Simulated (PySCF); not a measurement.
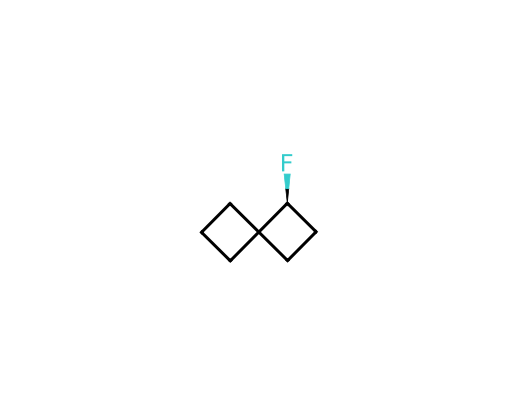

Skeletal drawing of a molecule.

> Transcribe the drawing into SMILES.

F[C@H]1CCC12CCC2

> What is the molecular formula?

C7H11F.

> An optimisation with GFN2-xTB gave a structure of which point group?

C1.

More results for the same structure follow; atom numbers are the same in all pictures, views and colours differ. The computed structure is the end point of a GFN2-xTB optimisation. No frequency run is at hand to confirm it as a minimum.

Electronic properties

No frequency run is at hand to confirm it as a minimum. Properties computed with PBE0/def2-SVPD, gas phase (PySCF 2.14.0). Excitations: vertical, linear response.

> Give the dipole moment at this level.

1.75 D.

> Give the HOMO energy (Kohn–Sham orbital) at this level.

−7.86 eV.

> Estimate the LUMO energy (Kohn–Sham orbital).

0.76 eV.

> Give the brightest of the 6 lowest singlets at this level.

7.97 eV.

Charges

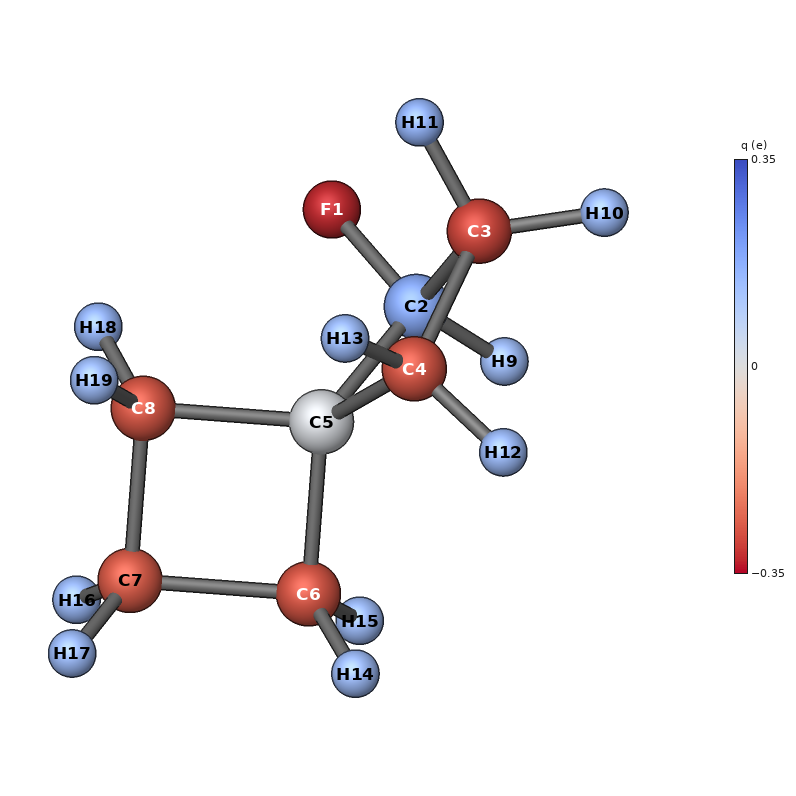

Atoms are coloured by their IAO charges. No frequency run is at hand to confirm it as a minimum. Level of theory: PBE0/pcSseg-1, gas phase (PySCF 2.14.0).

Give the IAO charges atom by atom.

```csv
atom,value (e)
F1,−0.32
C2,0.17
C3,−0.29
C4,−0.27
C5,0.01
C6,−0.27
C7,−0.26
C8,−0.27
H9,0.13
H10,0.14
H11,0.15
H12,0.13
H13,0.14
H14,0.13
H15,0.13
H16,0.14
H17,0.14
H18,0.15
H19,0.13
```

NMR shielding

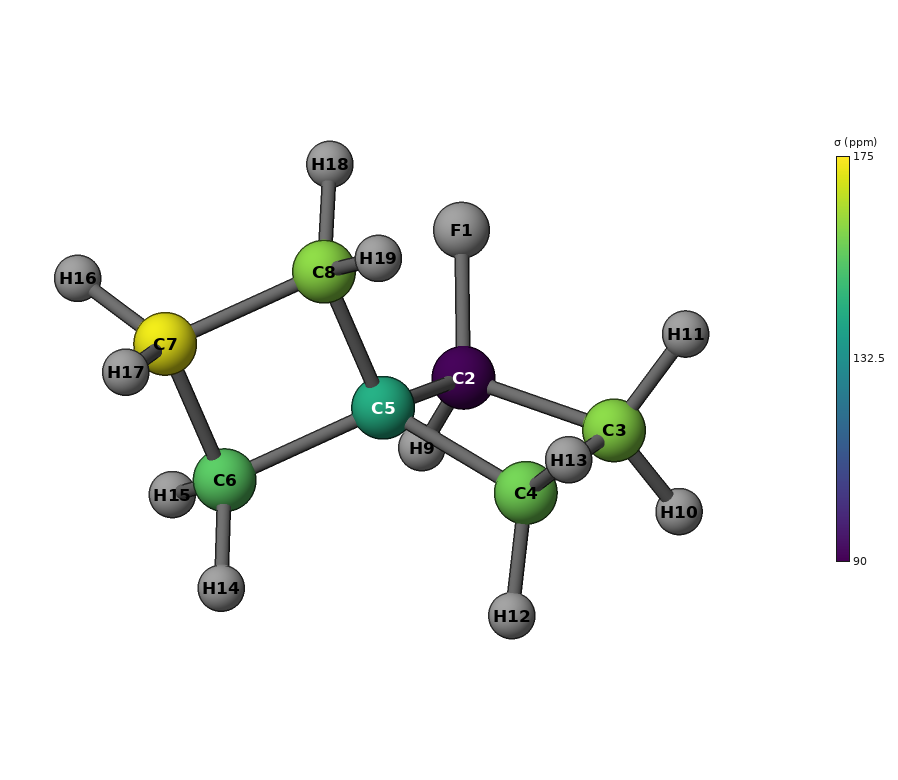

Atoms are coloured by their isotropic NMR shieldings (C only, the others grey). No frequency run is at hand to confirm it as a minimum. Properties computed with GIAO PBE0/pcSseg-1 NMR shielding, non-relativistic, gas phase (PySCF 2.14.0).

Give the isotropic NMR shieldings of the C atoms atom by atom.

```csv
atom,σ (ppm)
C2,91.2
C3,159.9
C4,156.8
C5,142.4
C6,153.2
C7,172.2
C8,160.3
```
